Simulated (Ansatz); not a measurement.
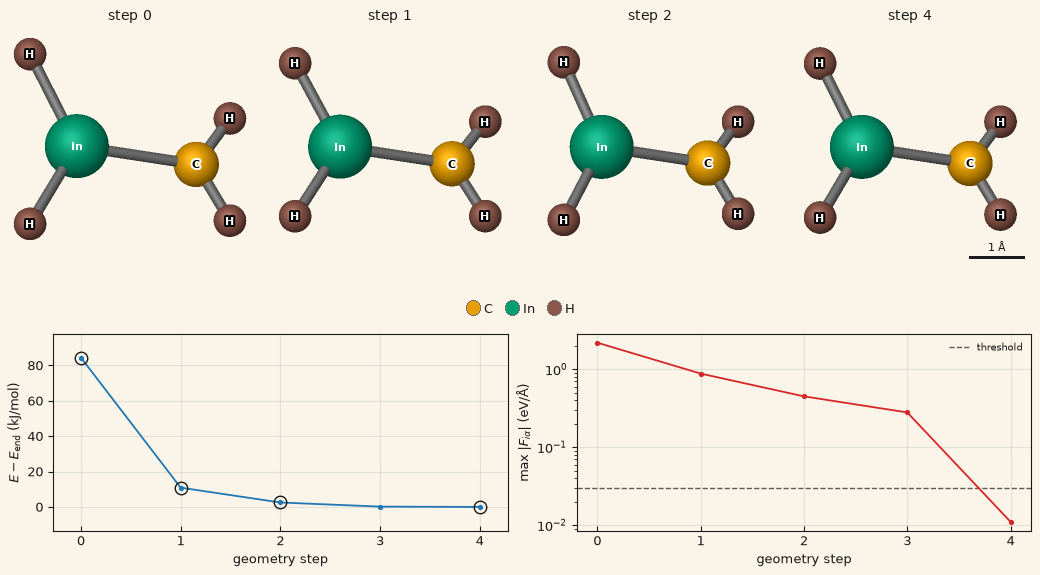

Frames of a relaxation of CH$_{4}$In (multiplicity 2), marked on the history of the run. A ball-and-stick model, seen at a tilt.

It is one of the separated reactants of a reaction.

Theory: UKS PBE-D4/def2-SVP in Ansatz 0.2.0. Settings: force threshold 0.03 eV/Å; at most 250 steps.

Question: What happens along the run?

Answer: The largest moves after the best rigid fit, 0.25 Å, are those of H atoms. Largest moves by element: H 0.25 Å, C 0.13 Å, In 0.10 Å. Some distances before and after: C–In 2.373 → 2.148 Å, H–In 1.930 → 1.744 Å, C–H 1.218 → 1.106 Å. Over 4 geometry steps the energy falls by 84.4 kJ/mol. The largest force component goes from 2.2 to 0.011 eV/Å. From step 0 to 1: H atoms move most (0.19 Å), energy −73.5 kJ/mol. From step 1 to 2: H atoms move most (0.18 Å), energy −8.38 kJ/mol. From step 2 to 4: H atoms move most (0.08 Å), energy −2.51 kJ/mol.

| step | E − E(0), kJ/mol | largest force component, eV/Å |
| --- | --- | --- |
| 0 | 0.00 | 2.2028 |
| 1 | -73.48 | 0.8845 |
| 2 | -81.86 | 0.4510 |
| 3 | -84.19 | 0.2804 |
| 4 | -84.37 | 0.0110 |
